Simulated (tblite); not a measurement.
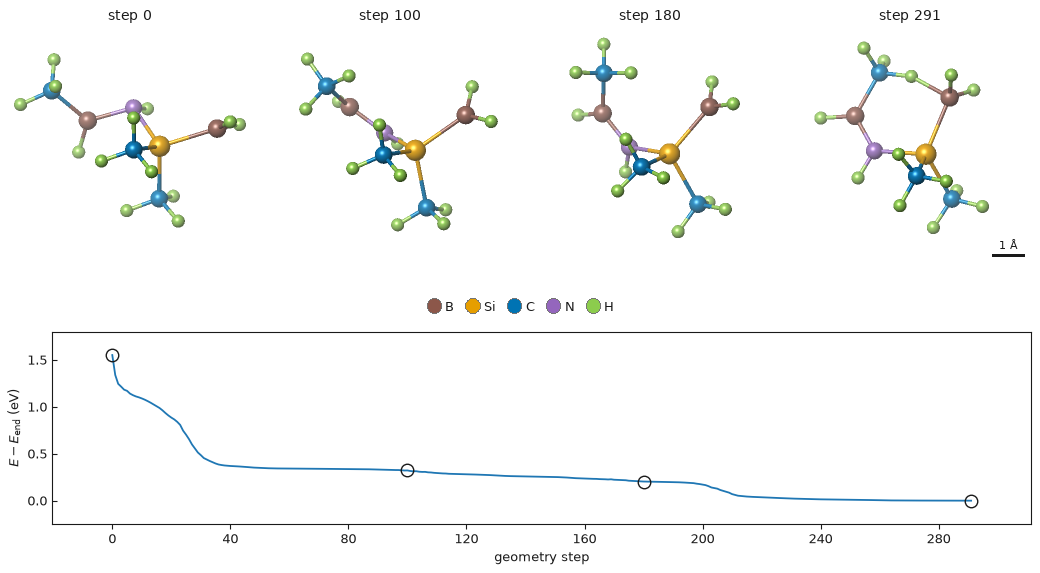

Frames of a relaxation of C₃H₁₃B₂NSi, marked on the history of the run. A ball-and-stick model, seen from a free direction.

Method: GFN2-xTB geometry optimisation, gas phase in tblite 0.8.0. 

Q: What happens along the run?

A: Over 291 geometry steps the energy falls by 1.551 eV. The atom that moves furthest after the best rigid fit is an H atom (3.44 Å). Largest moves by element: H 3.44 Å, N 1.91 Å, B 1.83 Å, C 1.71 Å, Si 0.53 Å. Near-neighbour distances that change, for instance: B–H 5.328 → 1.541 Å, B–N 1.524 → 1.383 Å, C–Si 1.873 → 1.920 Å, B–Si 1.930 → 1.967 Å. Among the angles between lasting bonds that change: Si–N–B 108.6° → 127.7°, B–N–H 107.6° → 117.5°, B–Si–C 109.0° → 118.1°. Groups turn about B–C by about 60°. Cost: 3.7 s on 1 thread of Arm Neoverse N1 (shared host). From step 0 to 100: an H atom moves most (1.89 Å), energy −1.229 eV. From step 100 to 180: an H atom moves most (1.44 Å), energy −0.118 eV. From step 180 to 291: an H atom moves most (1.82 Å), energy −0.204 eV.
